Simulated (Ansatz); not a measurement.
# AlF2 (SMILES [F][Al][F]): UCCSDT(Q)/STO-3G

What is the vertical doublet–quartet gap of AlF2 at UCCSDT(Q)/STO-3G? 

The calculation is run with Ansatz 0.2.0.

37 further runs of the same task are left out: 1 that didn't finish, 36 set aside as unsound or not needed.

### Step 1. The structure to begin with

AlF2 has 3 atoms, charge 0, and is taken as a doublet. As SMILES, `[F][Al][F]`. Geometry: relaxed at PBE0-D4/def2-TZVP.

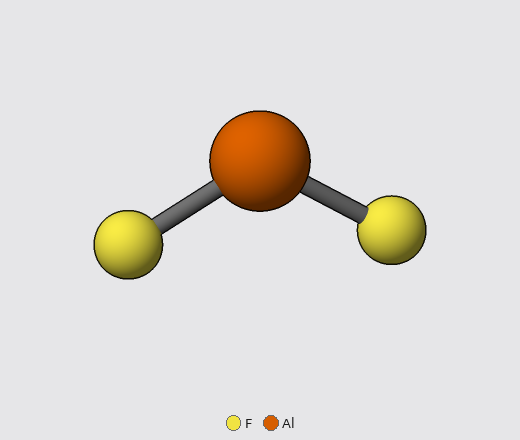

Viewed from a chosen angle; fluorine yellow, aluminium orange.

### Step 2. The energy at UCCSDT(Q)/STO-3G

Input file input.yaml:

```yaml
basis:
  gaussian:
    orbitals: STO-3G
crystal:
  periodic: [false, false, false]
  atoms:
    - symbol: F
      position_ang: [0.533000, -1.361200, 0.136400]
    - symbol: Al
      position_ang: [0.388700, 0.275400, 0.245200]
    - symbol: F
      position_ang: [-0.932500, 1.021000, -0.394800]
magnetization:
  spin_polarized: true
  initial_magnetization: 1
correlation:
  method: ccsdt_q
  frozen_orbitals: {Al: 5, F: 1}
accuracy: high
scf:
  omitted_lower_state_checks: [cluster_reference, increment]
```

Started as:

```bash
$ ansatz run input.yaml --threads 1 --pin off --max-ram 2610MiB --events-out events.jsonl --progress --plain --runs-dir runs
```

Output:

```text
Warning: RAYON_NUM_THREADS=1 ignored (pool sized by the plan → 1); use --threads N
Functional definition: HF
  name "HF"
  exchange = exact_x
  correlation = 0
these checks for a lower state are left out or cut short: cluster_reference, increment
332 factors; integrals over basis functions are off by at most 2.8e-8 eV
mean field evaluation 1: about -11836.5043 eV, gradient 1.7e1 eV
mean field evaluation 2: about -11836.5509 eV, gradient 1.7e1 eV
mean field evaluation 4: about -11839.7101 eV, gradient 1.4e0 eV
mean field evaluation 8: about -11839.7499 eV, gradient 2.2e-2 eV
mean field -11839.74995153 eV, -435.1027854479 hartree, gradient 4.1e-8 eV, S^2 0.758481; 0 other end points of the search recorded, 0 dependent functions left out
7 core orbitals not correlated: weight in the atoms' cores, before any rotation towards them, 1.000 or more for the frozen orbitals, at most 0.000 for the correlated occupied ones
reference -11839.74995153 eV, -435.1027854479 hartree; 9, 8 occupied and 3, 4 virtual orbitals, 332 factors
second order -1.36626671 eV of doubles, -0.00000000 eV of singles
cycle   1  -1.42136764 eV  change   -5.5e-2 eV  update   1.0e-1
cycle   2  -1.66964149 eV  change   -2.5e-1 eV  update   5.8e-2
cycle   3  -1.83329706 eV  change   -1.6e-1 eV  update   2.9e-2
cycle   4  -1.85096851 eV  change   -1.8e-2 eV  update   9.5e-3
cycle   5  -1.85451357 eV  change   -3.5e-3 eV  update   5.5e-3
cycle   6  -1.85442673 eV  change    8.7e-5 eV  update   2.2e-3
cycle   7  -1.85493809 eV  change   -5.1e-4 eV  update   1.1e-3
cycle   8  -1.85452514 eV  change    4.1e-4 eV  update   5.6e-4
cycle   9  -1.85451304 eV  change    1.2e-5 eV  update   2.2e-4
cycle  10  -1.85479244 eV  change   -2.8e-4 eV  update   1.3e-4
cycle  11  -1.85475334 eV  change    3.9e-5 eV  update   5.7e-5
cycle  12  -1.85474674 eV  change    6.6e-6 eV  update   2.3e-5
cycle  13  -1.85472399 eV  change    2.3e-5 eV  update   1.1e-5
cycle  14  -1.85470784 eV  change    1.6e-5 eV  update   7.7e-6
cycle  15  -1.85470895 eV  change   -1.1e-6 eV  update   2.4e-6
cycle  16  -1.85471036 eV  change   -1.4e-6 eV  update   1.7e-6
cycle  17  -1.85471080 eV  change   -4.3e-7 eV  update   6.4e-7
cycle  18  -1.85471100 eV  change   -2.0e-7 eV  update   3.1e-7
cycle  19  -1.85471098 eV  change    1.8e-8 eV  update   1.6e-7
cycle  20  -1.85471074 eV  change    2.4e-7 eV  update   9.2e-8
cycle  21  -1.85471068 eV  change    5.6e-8 eV  update   3.6e-8
cycle  22  -1.85471042 eV  change    2.6e-7 eV  update   9.3e-8
cycle  23  -1.85471036 eV  change    6.1e-8 eV  update   4.5e-8
cycle  24  -1.85471034 eV  change    1.9e-8 eV  update   2.2e-8
cycle  25  -1.85471034 eV  change   7.7e-10 eV  update   1.2e-8
cycle  26  -1.85471035 eV  change   -9.2e-9 eV  update   6.6e-9
cycle  27  -1.85471035 eV  change   1.0e-10 eV  update   2.5e-9
cycle  28  -1.85471035 eV  change   -1.1e-9 eV  update   1.4e-9
perturbative correction -0.01667663 eV, -0.0006128547 hartree
Total energy: -11841.62133850 eV, -435.1715576508 hartree
Checks for a lower state left out: cluster_reference, increment
```

Wall time 3.6 s (1 thread of Arm Neoverse V1, shared host); peak memory 0.17 GiB.

### Step 3. The quartet at the same level

Input file input.yaml:

```yaml
crystal:
  periodic: [false, false, false]
  atoms:
    - {symbol: F, position_ang: [0.533000, -1.361200, 0.136400]}
    - {symbol: Al, position_ang: [0.388700, 0.275400, 0.245200]}
    - {symbol: F, position_ang: [-0.932500, 1.021000, -0.394800]}
basis:
  gaussian:
    orbitals: STO-3G
accuracy: high
correlation:
  method: ccsdt_q
  frozen_orbitals: {Al: 5, F: 1}
magnetization:
  spin_polarized: true
  initial_magnetization: 3
scf:
  omitted_lower_state_checks: [cluster_reference, increment]
```

Started as:

```bash
$ ansatz run input.yaml --threads 1 --pin off --max-ram 2610MiB --events-out events.jsonl --progress --plain --runs-dir runs
```

Output:

```text
Warning: RAYON_NUM_THREADS=1 ignored (pool sized by the plan → 1); use --threads N
[... 4 set-up lines as earlier in the session ...]
these checks for a lower state are left out or cut short: cluster_reference, increment
332 factors; integrals over basis functions are off by at most 2.8e-8 eV
mean field evaluation 1: about -11829.9239 eV, gradient 7.9e0 eV
mean field evaluation 2: about -11829.9952 eV, gradient 7.8e0 eV
mean field evaluation 4: about -11831.1208 eV, gradient 1.6e0 eV
mean field evaluation 8: about -11831.2231 eV, gradient 1.1e0 eV
mean field evaluation 16: about -11832.1979 eV, gradient 1.4e-4 eV
mean field evaluation 32: about -11832.2468 eV, gradient 3.2e-4 eV
mean field evaluation 64: about -11832.1978 eV, gradient 4.1e-2 eV
mean field evaluation 96: about -11832.2457 eV, gradient 2.2e-1 eV
mean field evaluation 128: about -11831.2146 eV, gradient 4.4e0 eV
mean field evaluation 160: about -11831.4736 eV, gradient 7.6e-4 eV
mean field -11832.24681278 eV, -434.8270501849 hartree, gradient 1.3e-8 eV, S^2 3.751991; 17 other end points of the search recorded, 0 dependent functions left out
7 core orbitals not correlated: weight in the atoms' cores, before any rotation towards them, 1.000 or more for the frozen orbitals, at most 0.000 for the correlated occupied ones
reference -11832.24681278 eV, -434.8270501849 hartree; 10, 7 occupied and 2, 5 virtual orbitals, 332 factors
second order -0.67422121 eV of doubles, -0.00000000 eV of singles
cycle   1  -0.74729079 eV  change   -7.3e-2 eV  update   6.5e-2
cycle   2  -0.86017902 eV  change   -1.1e-1 eV  update   3.4e-2
cycle   3  -0.93684098 eV  change   -7.7e-2 eV  update   2.9e-2
cycle   4  -0.95422899 eV  change   -1.7e-2 eV  update   1.8e-2
cycle   5  -0.97491244 eV  change   -2.1e-2 eV  update   2.0e-2
cycle   6  -0.99955475 eV  change   -2.5e-2 eV  update   1.8e-2
cycle   7  -1.05386586 eV  change   -5.4e-2 eV  update   1.8e-2
cycle   8  -1.05407765 eV  change   -2.1e-4 eV  update   1.6e-2
cycle   9  -1.11468516 eV  change   -6.1e-2 eV  update   1.3e-2
cycle  10  -1.29524213 eV  change   -1.8e-1 eV  update   1.4e-2
cycle  11  -1.22123746 eV  change    7.4e-2 eV  update   1.2e-2
cycle  12  -1.22928973 eV  change   -8.1e-3 eV  update   6.1e-3
cycle  13  -1.22042119 eV  change    8.9e-3 eV  update   2.4e-3
cycle  14  -1.22299480 eV  change   -2.6e-3 eV  update   1.9e-3
cycle  15  -1.22678950 eV  change   -3.8e-3 eV  update   1.2e-3
cycle  16  -1.22896668 eV  change   -2.2e-3 eV  update   7.5e-4
cycle  17  -1.22919376 eV  change   -2.3e-4 eV  update   3.3e-4
cycle  18  -1.22927238 eV  change   -7.9e-5 eV  update   2.2e-4
cycle  19  -1.22930967 eV  change   -3.7e-5 eV  update   2.1e-4
cycle  20  -1.22958281 eV  change   -2.7e-4 eV  update   1.1e-4
cycle  21  -1.22962526 eV  change   -4.2e-5 eV  update   6.9e-5
cycle  22  -1.22963156 eV  change   -6.3e-6 eV  update   4.3e-5
cycle  23  -1.22956221 eV  change    6.9e-5 eV  update   3.2e-5
cycle  24  -1.22946846 eV  change    9.4e-5 eV  update   2.5e-5
cycle  25  -1.22941678 eV  change    5.2e-5 eV  update   1.3e-5
cycle  26  -1.22942006 eV  change   -3.3e-6 eV  update   7.7e-6
cycle  27  -1.22942093 eV  change   -8.7e-7 eV  update   5.6e-6
cycle  28  -1.22942988 eV  change   -8.9e-6 eV  update   4.7e-6
cycle  29  -1.22943646 eV  change   -6.6e-6 eV  update   2.3e-6
cycle  30  -1.22943827 eV  change   -1.8e-6 eV  update   9.2e-7
cycle  31  -1.22943859 eV  change   -3.2e-7 eV  update   7.3e-7
cycle  32  -1.22943900 eV  change   -4.1e-7 eV  update   3.6e-7
cycle  33  -1.22943906 eV  change   -6.5e-8 eV  update   2.9e-7
cycle  34  -1.22943863 eV  change    4.4e-7 eV  update   2.3e-7
cycle  35  -1.22943819 eV  change    4.3e-7 eV  update   1.6e-7
cycle  36  -1.22943810 eV  change    8.9e-8 eV  update   7.5e-8
cycle  37  -1.22943809 eV  change    7.5e-9 eV  update   3.6e-8
cycle  38  -1.22943815 eV  change   -5.9e-8 eV  update   2.8e-8
cycle  39  -1.22943820 eV  change   -4.2e-8 eV  update   1.9e-8
cycle  40  -1.22943821 eV  change   -1.6e-8 eV  update   1.4e-8
cycle  41  -1.22943820 eV  change    1.1e-8 eV  update   7.3e-9
cycle  42  -1.22943821 eV  change   -9.6e-9 eV  update   4.9e-9
cycle  43  -1.22943821 eV  change    1.2e-9 eV  update   3.5e-9
cycle  44  -1.22943821 eV  change  -8.0e-10 eV  update   2.3e-9
cycle  45  -1.22943821 eV  change   -1.4e-9 eV  update   1.8e-9
perturbative correction -0.08102833 eV, -0.0029777361 hartree
Total energy: -11833.55727932 eV, -434.8752089419 hartree
Checks for a lower state left out: cluster_reference, increment
```

Run time: 1.6 s. Hardware: 1 thread of Arm Neoverse V1, shared host; peak memory 0.095 GiB.

### Step 4. Results

At UCCSDT(Q)/STO-3G, 7 core orbitals frozen:

```
                                            quantity          value
                               doublet: total energy  -435.17156 Eh
doublet: correlation energy (7 core orbitals frozen)      -68.8 mEh
          doublet: ⟨S²⟩ of the reference determinant          0.758
                              doublet: T1 diagnostic          0.020
                               quartet: total energy  -434.87521 Eh
quartet: correlation energy (7 core orbitals frozen)      -48.2 mEh
          quartet: ⟨S²⟩ of the reference determinant          3.752
                              quartet: T1 diagnostic          0.125
    vertical energy of the quartet above the doublet       8.064 eV
```

What this shows: At this shape the quartet lies 8.06 eV (186 kcal/mol) above the doublet. In a minimal basis such a difference can be off by several eV, whatever the method. The T1 diagnostic (quartet) of 0.125 is above the customary mark for such species, so a single reference may not serve.
